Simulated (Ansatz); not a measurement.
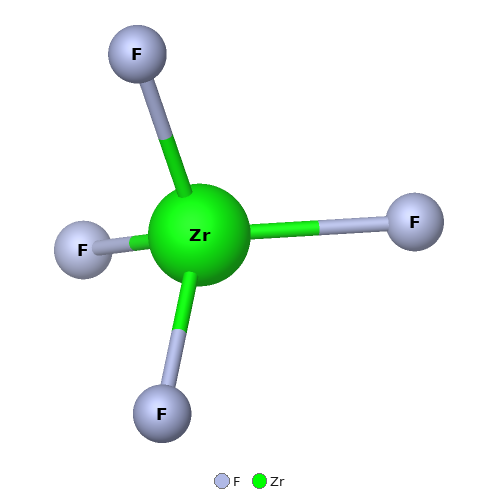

Ball-and-stick drawing of a structure.

Charge 0, singlet. Computed geometry: PBE0-D4/def2-TZVP optimisation.

> Which formula does it have?

ZrF4, 5 atoms: 1 zirconium and 4 fluorine.

> Give the symmetry (Schoenflies symbol).

Td.

More results for the same structure follow; atom numbers are the same in all pictures, views and colours differ.

### Geometry

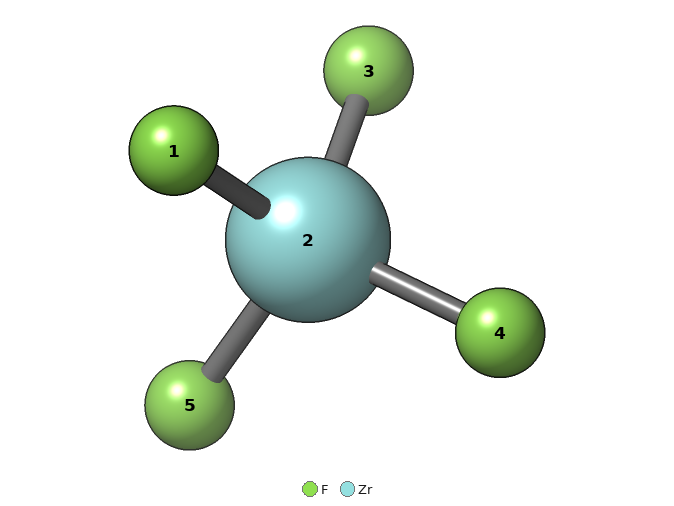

The atoms are numbered.

List the bonds and their lengths.

```tsv
bond	length (Å)
F1–Zr2	1.893
Zr2–F3	1.893
Zr2–F4	1.893
Zr2–F5	1.893
```

### Vibrations

Harmonic vibrations computed with RKS PBE0-D4/def2-TZVP, core potentials on Zr (Ansatz 0.2.0) at a stationary point of the same level.

> How many vibrational modes are there, and where do they lie?

9 modes: 164, 164, 174, 174, 174, 678, 686, 686, 686 cm⁻¹.

### Thermal motion

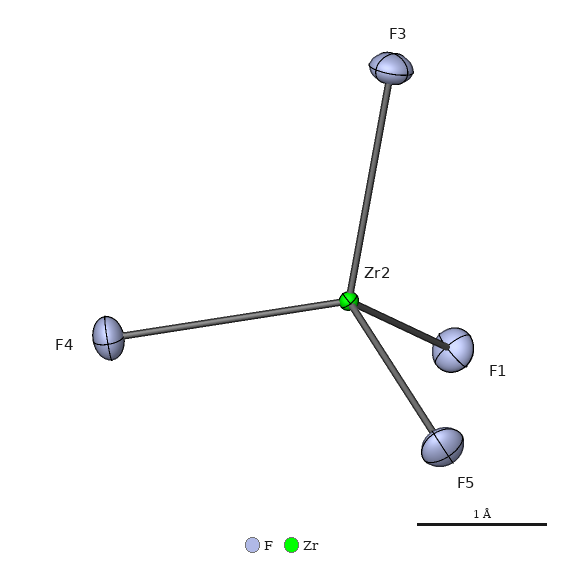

Displacement ellipsoids at the 50 % level, enlarged 2 times, from the internal vibrations of the free molecule (harmonic, no overall translation or rotation; no half-axis is drawn under 0.075 Å). Vibrations computed with RKS PBE0-D4/def2-TZVP, core potentials on Zr (Ansatz 0.2.0). Temperature: 100 K.

> Which atom moves most?

F1, F3, F4, F5, with U_eq = 0.0026 Å².

List U_eq and the three principal root-mean-square amplitudes for each kind of atom.

```
          atom  U_eq (Å²)   rms amplitudes (Å)
F1, F3, F4, F5     0.0026  0.039, 0.057, 0.057
           Zr2    0.00033  0.018, 0.018, 0.018
```

### Levels of theory compared

Program: Ansatz 0.2.0.

Compare HOMO–LUMO gap (eV), HOMO energy (eV) at these levels: BHLYP-D4/def2-TZVPP; BLYP-D4/def2-TZVPP; PBE0-D4/def2-SVP; SPW92 (LDA)/def2-TZVPP; r2SCAN-D4/def2-TZVPP; r2SCANh-D4/def2-TZVPP; revPBE-D4/def2-TZVPP; ωB97M-V/def2-TZVPP.

| level | HOMO–LUMO gap (eV) | HOMO energy (eV) |
| --- | --- | --- |
| BHLYP-D4/def2-TZVPP | 13.86 | −14.25 |
| BLYP-D4/def2-TZVPP | 8.04 | −10.08 |
| PBE0-D4/def2-SVP | 10.85 | −12.06 |
| SPW92 (LDA)/def2-TZVPP | 8.00 | −10.44 |
| r2SCAN-D4/def2-TZVPP | 8.72 | −10.64 |
| r2SCANh-D4/def2-TZVPP | 9.82 | −11.41 |
| revPBE-D4/def2-TZVPP | 8.05 | −10.03 |
| ωB97M-V/def2-TZVPP | 14.92 | −14.72 |
